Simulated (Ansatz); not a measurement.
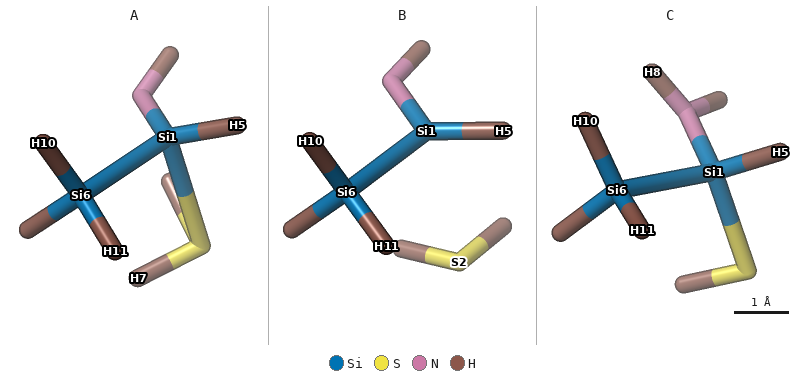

Three geometries of Si$_{2}$NH$_{7}$S: a saddle point and the two minima that it joins, in shuffled order. Style: stick. Shown from a free direction. Sticks join atoms that are closer than about 1.2 times the sum of their covalent radii (a little more with hydrogen).

Stationary points at PBE0-D4/def2-TZVP, single-point energies with CCSD(T)/CBS, r2SCAN0-D4, B3LYP-D4, RPA@PBE (def2-TZVPP where no basis is named; Ansatz 0.2.0). The energies are electronic, without zero-point or thermal terms, and both ends are the minima reached downhill from the saddle, with any fragments still in contact. CCSD(T)/CBS stands for a frozen-core estimate: MP2 correlation extrapolated from def2-TZVPP and def2-QZVPP, CCSD(T) minus MP2 from the smaller set.

> Identify the saddle point and describe the reaction.

Frame A is the saddle point. Counted by bonded pieces, C holds Si₂H₇SN and B holds H₂S + Si₂H₅N. From C over the saddle to B, a bond forms: H–S (3.40 → 1.44 → 1.34 Å). Bonds break: S–Si (2.14 → 2.55 → 2.81 Å), H–N (1.01 → 1.80 → 3.55 Å). The saddle has one imaginary mode, 559i cm⁻¹. With CCSD(T)/CBS the barrier is 286.0 kJ/mol from C and 26.5 kJ/mol from B, and B lies 259.5 kJ/mol above C. By Pauling bond orders of the changing bonds the saddle lies closer to B, the higher end, as Hammond's postulate suggests.

```tsv
level	barrier from C (kJ/mol)	barrier from B (kJ/mol)	B less C (kJ/mol)
CCSD(T)/CBS	286.0	26.5	259.5
r2SCAN0-D4	292.4	20.2	272.2
B3LYP-D4	276.6	28.8	247.8
RPA@PBE	276.6	34.2	242.4
```

Against CCSD(T)/CBS, r2SCAN0-D4 comes closest on the barrier from C (+6.4 kJ/mol) and B3LYP-D4 misses most (−9.4 kJ/mol).
